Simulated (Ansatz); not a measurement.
```xyz
9

B    -0.0326    0.5777   -0.0817
F     0.2446    1.4926    0.8288
H     0.8938    0.0009   -0.6007
H    -1.1915    0.3914   -0.3670
Si    0.1160   -2.6968    1.1329
H    -0.5557   -2.8855   -0.1829
H     1.5890   -2.8624    0.9788
H    -0.4077   -3.6839    2.1161
H    -0.1716   -1.3184    1.6330
```

Computed with Ansatz 0.2.0, RKS B3LYP-D4/def2-SVP.

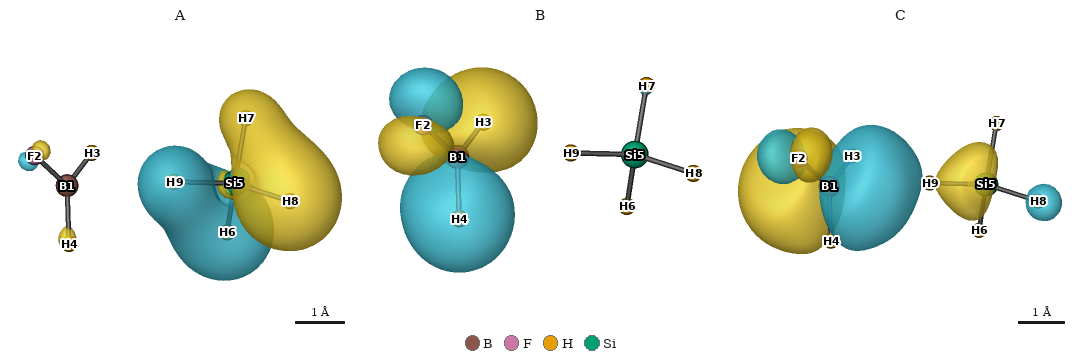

BFH2···SiH4. Three frontier orbitals at ±0.1 Å⁻³ᐟ² (yellow and cyan are the two phases), in no order.

**Order the three orbitals by energy and name them.**

A is the HOMO−1 (−9.76 eV). It lies mainly on Si5 (about 40 %), H8 (about 25 %), H6 (about 20 %) and H9 (about 5 %). B is the HOMO (−8.93 eV). By Hirshfeld shares it lies mainly on B1 (about 30 %), F2 (about 25 %), H4 (about 25 %) and H3 (about 20 %). C is the LUMO (−1.16 eV). By Hirshfeld shares it lies mainly on B1 (about 60 %), F2 (about 15 %), Si5 (about 10 %), H3 (about 5 %) and H4 (about 5 %).

**What is the HOMO–LUMO gap?**

7.77 eV between the orbital energies.
